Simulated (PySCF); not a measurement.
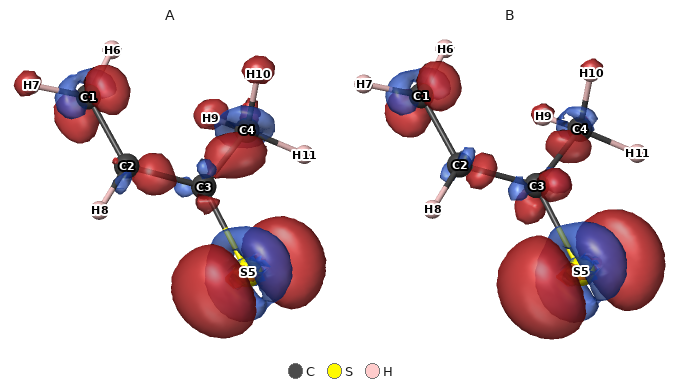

C$_{4}$H$_{6}$S, charge +1, doublet, SMILES `[CH2][CH+]C(C)=S`. The two Fukui functions at ±0.05 e/Å³ (red positive, blue negative).

Level of theory: CAM-B3LYP/6-31G* (PySCF), at a geometry from GFN2-xTB. No frequency check shows the geometry to be a minimum. GFN2-xTB bond lengths at metals and heavier atoms can be off by up to 0.1 Å and shapes distorted, which carries into these values. GFN2-xTB doesn't know the spin state, so this open-shell geometry is rough.

> Which panel is f⁻ (electron removed) and which f⁺ (electron added)?

A is f⁻, B is f⁺. f⁻ (Hirshfeld-condensed) is largest on S5 (0.49); the vertical ionisation energy is 16.81 eV (to the singlet dication, which needn't be its lowest state). f⁺ (Hirshfeld-condensed) is largest on S5 (0.54); the vertical electron affinity is 8.26 eV (to the singlet neutral species, which needn't be its lowest state; rough: the basis has no diffuse functions).
